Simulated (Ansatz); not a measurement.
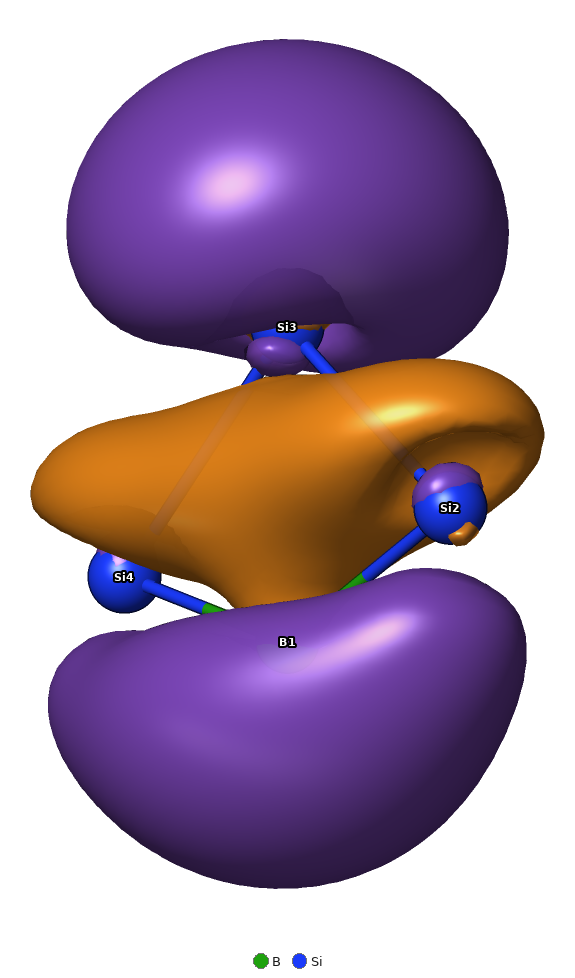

Figure. BSi3 (doublet). The HOMO (α) at ±0.08 Å⁻³ᐟ² (orange and purple are the two phases), seen at an oblique angle.

Geometry: r2SCAN-D4/def2-SVP.

Theory: isolated molecule in a Gaussian basis; Kohn-Sham density functional theory, functional PBE0 (Ansatz).

```yaml
atoms:
  - { symbol: B, position_ang: [-0.8129, -0.3407, 0.9802] }
  - { symbol: Si, position_ang: [-1.2507, -2.0809, 0.4132] }
  - { symbol: Si, position_ang: [-0.4011, -0.6966, -1.2957] }
  - { symbol: Si, position_ang: [-0.1148, 1.1746, 0.1096] }
```

> Describe this orbital and give its energy.

Its weight (Hirshfeld) is mainly on Si3 (about 50 %), B1 (about 30 %), Si2 (about 10 %) and Si4 (about 10 %); it is symmetric in the molecular plane (an in-plane orbital: σ, lone-pair or in-plane π type). Its energy is −6.40 eV.
